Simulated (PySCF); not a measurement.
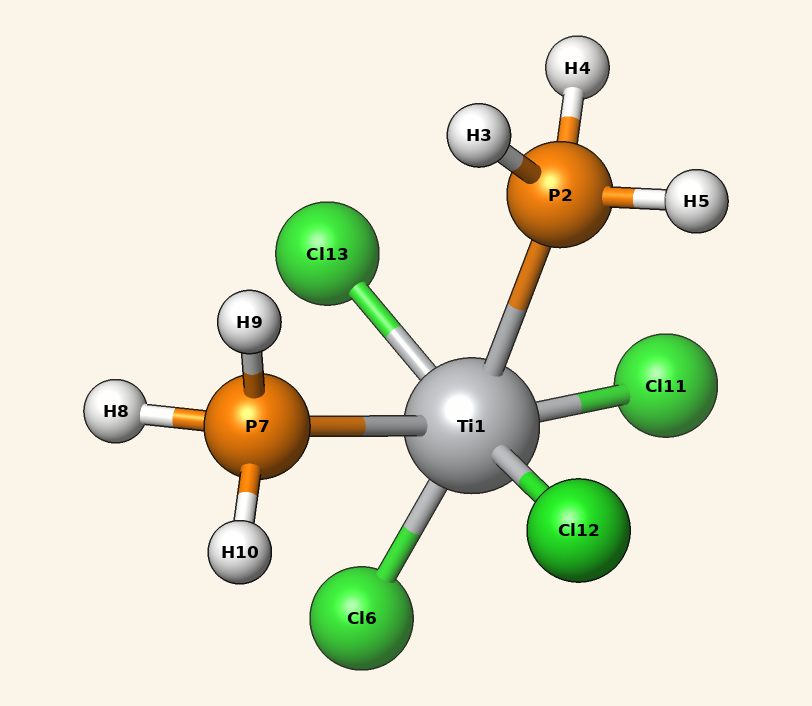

The species is neutral and a spin singlet. Computed geometry: PBE0-D3(BJ)/def2-SVP optimisation. No frequency run is at hand to confirm it as a minimum. Method: delta-SCF UKS SCAN, pcX-2 on the ionised atom (unc-x2c-TZVPall on a metal), pcseg-1 elsewhere, spin-free X2C (PySCF 2.14.0).

Give the core-electron binding energies (to vacuum; p and d levels without spin–orbit splitting) of Ti1 2p, P2 1s, P2 2p, Cl6 1s, Cl6 2p, Cl12 1s, Cl12 2p.

```tsv
atom	level	binding energy (eV)
Ti1	2p	465.3
P2	1s	2151.4
P2	2p	138.1
Cl6	1s	2827.4
Cl6	2p	205.4
Cl12	1s	2827.2
Cl12	2p	205.1
```
